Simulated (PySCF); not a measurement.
**NEVPT2(2,2)/STO-6G run of [PH4]+ (phosphonium)**

What is the energy change on altering one bond length of [PH4]+ (phosphonium) at NEVPT2(2,2)/STO-6G? The job is set up through a Python script.

Program for the calculation: PySCF 2.14.0.

15 further runs of the same task are left out: 2 that didn't finish, 13 set aside as unsound or not needed.

## Step 1: The system as given

The species is [PH4]+ (5 atoms), meant as a singlet with charge +1. As SMILES, `[PH4+]`. Geometry: relaxed at GFN2-xTB.

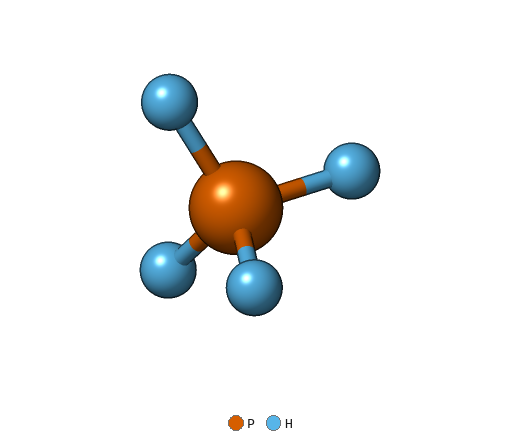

The structure, seen from a chosen angle (phosphorus orange, hydrogen blue).

## Step 2: A single-point energy at NEVPT2(2,2)/STO-6G

Input file input.py:

```python
import numpy
from pyscf import gto, scf, mp, mcscf, mrpt

mol = gto.M(
    atom='''
P     -0.000038     0.000000     0.000094
H      2.565228    -0.115897     0.397693
H     -1.166566    -1.920056     1.305820
H     -0.494844    -0.252751    -2.538545
H     -0.903762     2.288723     0.834938
''',
    charge=1,
    verbose=4,
    unit='bohr',
    basis='sto-6g',
    max_memory=1860,
)

myscf = mol.RHF()
myscf.conv_tol = 1e-10
myscf.kernel()
if not myscf.converged:
    myscf = myscf.newton().run(myscf.mo_coeff, myscf.mo_occ)

pt = mp.MP2(scf.addons.convert_to_uhf(myscf)).run()
noons, natorbs = mcscf.addons.make_natural_orbitals(pt)
print('natural occupations', numpy.round(noons[:40], 4))
cas = mcscf.CASSCF(myscf, 2, 2)
cas.fix_spin_(ss=0.0)
cas.natorb = True
cas.kernel(natorbs)
e_pt2 = mrpt.NEVPT(cas).kernel()
e_tot = cas.e_tot + e_pt2
print('E = %.10f Eh' % e_tot)
```

Started as:

```console
$ OMP_NUM_THREADS=1 python input.py
```

Log:

```text
PySCF version 2.14.0

[INPUT] num. atoms = 5
[INPUT] num. electrons = 18
[INPUT] charge = 1
[INPUT] spin (= nelec alpha-beta = 2S) = 0
[INPUT] symmetry False subgroup None
[INPUT] Mole.unit = bohr
[INPUT] Symbol           X                Y                Z      unit          X                Y                Z       unit  Magmom
[INPUT]  1 P     -0.000020108734   0.000000000000   0.000049742658 AA   -0.000038000000   0.000000000000   0.000094000000 Bohr   0.0
[INPUT]  2 H      1.357460198414  -0.061330051214   0.210450072542 AA    2.565228000000  -0.115897000000   0.397693000000 Bohr   0.0
[INPUT]  3 H     -0.617320142234  -1.016049878890   0.691010185564 AA   -1.166566000000  -1.920056000000   1.305820000000 Bohr   0.0
[INPUT]  4 H     -0.261860167760  -0.133750069237  -1.343340162895 AA   -0.494844000000  -0.252751000000  -2.538545000000 Bohr   0.0
[INPUT]  5 H     -0.478250254495   1.211140053708   0.441830162131 AA   -0.903762000000   2.288723000000   0.834938000000 Bohr   0.0

nuclear repulsion = 24.5037922029163
number of shells = 9
number of NR pGTOs = 78
number of NR cGTOs = 13
basis = sto-6g
ecp = {}

[... 31 lines left out ...]
converged SCF energy = -341.662807875133
[... 32 lines left out ...]
sorting_mo_energy = False
[... 26 lines left out ...]
1-step CASSCF converged in   6 macro ( 77 JK  16 micro) steps
CASSCF canonicalization
Natural occ [1.97698146 0.02301854]
Natural orbital (expansion on meta-Lowdin AOs) in CAS space
               #1        #2
0 P 1s          -0.00666  -0.00247
0 P 2s           0.06408   0.02106
0 P 3s           0.25121   0.32754
[... 9 lines of this table left out ...]
4 H 1s          -0.09721  -0.04970
<CAS-nat-orb|mo-hf>  9      9        0.81592832
<CAS-nat-orb|mo-hf>  10     10       0.54864015
<CAS-nat-orb|mo-hf>  10     11      -0.68418661
CASSCF energy = -341.678500696377
CASCI E = -341.678500696377  E(CI) = -2.32565249218732  S^2 = 0.0000000

******** <class 'pyscf.mrpt.nevpt2.NEVPT'> ********
NEVPT2 (1e+1e, 2o), ncore = 8, nvir = 3
root = 0
Natural occ [1.97698146 0.02301854]
Natural orbital (expansion on meta-Lowdin AOs) in CAS space
               #1        #2
0 P 1s          -0.00666  -0.00247
0 P 2s           0.06408   0.02106
0 P 3s           0.25121   0.32754
[... 9 lines of this table left out ...]
4 H 1s          -0.09721  -0.04970
<CAS-nat-orb|mo-hf>  9      9        0.81592832
<CAS-nat-orb|mo-hf>  10     10       0.54864015
<CAS-nat-orb|mo-hf>  10     11      -0.68418661
Sr    (-1)',   E = -0.00000000000013
Si    (+1)',   E = -0.00000000000012
Sijrs (0)  ,   E = -0.03210662466386
Sijr  (+1) ,   E = -0.00203920732454
Srsi  (-1) ,   E = -0.00210893431589
Srs   (-2) ,   E = -0.00033232594600
Sij   (+2) ,   E = -0.00038071873694
Sir   (0)' ,   E = -0.00180451266997
Nevpt2 Energy = -0.038772323657467
E = -341.7172730200 Eh
```

Run time: 0.9 s. Hardware: 1 thread of Arm Neoverse V1, shared host; peak memory 0.15 GiB.

## Step 3: The distorted shape at the same level

Input file input.py:

```python
import numpy
from pyscf import gto, scf, mp, mcscf, mrpt

mol = gto.M(
    atom='''
P        0.052343       0.026747       0.268701
H        1.409823      -0.034583       0.479101
H       -0.564957      -0.989303       0.959661
H       -0.261860      -0.133750      -1.343340
H       -0.425887       1.237887       0.710481
''',
    charge=1,
    spin=0,
    max_memory=1860,
    verbose=4,
    basis='sto-6g',
)

mf = mol.RHF()
mf.conv_tol = 1e-10
mf.kernel()
if not mf.converged:
    mf = mf.newton().run(mf.mo_coeff, mf.mo_occ)

pt = mp.MP2(scf.addons.convert_to_uhf(mf)).run()
noons, natorbs = mcscf.addons.make_natural_orbitals(pt)
print('natural occupations', numpy.round(noons[:40], 4))
cas = mcscf.CASSCF(mf, 2, 2)
cas.fix_spin_(ss=0.0)
cas.natorb = True
cas.kernel(natorbs)
e_pt2 = mrpt.NEVPT(cas).kernel()
energy = cas.e_tot + e_pt2
print('E(%s) = %.9f' % ('NEVPT2', energy))
```

Started as:

```console
$ OMP_NUM_THREADS=1 python input.py
```

Log:

```text
PySCF version 2.14.0

[INPUT] num. atoms = 5
[INPUT] num. electrons = 18
[INPUT] charge = 1
[INPUT] spin (= nelec alpha-beta = 2S) = 0
[INPUT] symmetry False subgroup None
[INPUT] Mole.unit = angstrom
[INPUT] Symbol           X                Y                Z      unit          X                Y                Z       unit  Magmom
[INPUT]  1 P      0.052343000000   0.026747000000   0.268701000000 AA    0.098913934538   0.050544504654   0.507771299397 Bohr   0.0
[INPUT]  2 H      1.409823000000  -0.034583000000   0.479101000000 AA    2.664179354113  -0.065352398566   0.905369676005 Bohr   0.0
[INPUT]  3 H     -0.564957000000  -0.989303000000   0.959661000000 AA   -1.067614002156  -1.869511724211   1.813496462426 Bohr   0.0
[INPUT]  4 H     -0.261860000000  -0.133750000000  -1.343340000000 AA   -0.494843682979  -0.252750869161  -2.538544692173 Bohr   0.0
[INPUT]  5 H     -0.425887000000   1.237887000000   0.710481000000 AA   -0.804809790013   2.339267403159   1.342614506707 Bohr   0.0

nuclear repulsion = 23.4762760781139
number of shells = 9
number of NR pGTOs = 78
number of NR cGTOs = 13
basis = sto-6g
ecp = {}

[... 31 lines left out ...]
converged SCF energy = -341.630431774698
[... 32 lines left out ...]
sorting_mo_energy = False
[... 20 lines left out ...]
macro iter   4 (  1 JK    1 micro), CASSCF E = -341.656153480956  dE =  0.00000000e+00  S^2 = 0.0000000
               |grad[o]|=2.73e-05  |grad[c]|=6.79e-07  |ddm|=    0  |maxRot[o]|=    0
1-step CASSCF converged in   4 macro ( 23 JK   7 micro) steps
CASSCF canonicalization
Natural occ [1.94760871 0.05239129]
Natural orbital (expansion on meta-Lowdin AOs) in CAS space
               #1        #2
0 P 1s           0.00618  -0.00284
0 P 2s          -0.06173   0.02578
0 P 3s          -0.25958   0.29397
[... 9 lines of this table left out ...]
4 H 1s           0.09741  -0.05889
<CAS-nat-orb|mo-hf>  9      9        0.97476671
<CAS-nat-orb|mo-hf>  10     10      -0.99571706
CASSCF energy = -341.656153480956
CASCI E = -341.656153480956  E(CI) = -2.10618614318543  S^2 = 0.0000000

******** <class 'pyscf.mrpt.nevpt2.NEVPT'> ********
NEVPT2 (1e+1e, 2o), ncore = 8, nvir = 3
root = 0
Natural occ [1.94760871 0.05239129]
Natural orbital (expansion on meta-Lowdin AOs) in CAS space
               #1        #2
0 P 1s           0.00618  -0.00284
0 P 2s          -0.06173   0.02578
0 P 3s          -0.25958   0.29397
[... 9 lines of this table left out ...]
4 H 1s           0.09741  -0.05889
<CAS-nat-orb|mo-hf>  9      9        0.97476671
<CAS-nat-orb|mo-hf>  10     10      -0.99571706
Sr    (-1)',   E = -0.00000000009184
Si    (+1)',   E = -0.00000000001211
Sijrs (0)  ,   E = -0.03204006701108
Sijr  (+1) ,   E = -0.00211528220274
Srsi  (-1) ,   E = -0.00220495675546
Srs   (-2) ,   E = -0.00030150704378
Sij   (+2) ,   E = -0.00029665389777
Sir   (0)' ,   E = -0.00219842845774
Nevpt2 Energy = -0.039156895472514
E(NEVPT2) = -341.695310376
```

Run time: 0.84 s. Hardware: 1 thread of Arm Neoverse V1, shared host; peak memory 0.15 GiB.

## Step 4: What came out

Level: NEVPT2(2,2)/STO-6G.

| quantity | value |
| --- | --- |
| first shape: total energy | -341.71727 Eh |
| first shape: HOMO energy (Hartree–Fock orbitals) | -22.62 eV |
| first shape: LUMO energy (Hartree–Fock orbitals) | 4.78 eV |
| first shape: HOMO–LUMO gap (Hartree–Fock orbitals) | 27.40 eV |
| distorted shape: total energy | -341.69531 Eh |
| distorted shape: HOMO energy (Hartree–Fock orbitals) | -20.62 eV |
| distorted shape: LUMO energy (Hartree–Fock orbitals) | 0.93 eV |
| distorted shape: HOMO–LUMO gap (Hartree–Fock orbitals) | 21.55 eV |
| energy change with the P1–H4 bond stretched from 1.375 to 1.650 Å | 0.598 eV |

In words: With the P1–H4 bond stretched from 1.375 to 1.650 Å the energy rises by 0.60 eV (57.7 kJ/mol). The first shape isn't relaxed at this level, so the change isn't measured from a minimum. The minimal basis adds a large error of its own. Mulliken charges (first shape) of the mean-field density run from +0.07 on H2 to +0.70 on P1. Mulliken charges (distorted shape) of the mean-field density run from +0.06 on H2 to +0.67 on P1.
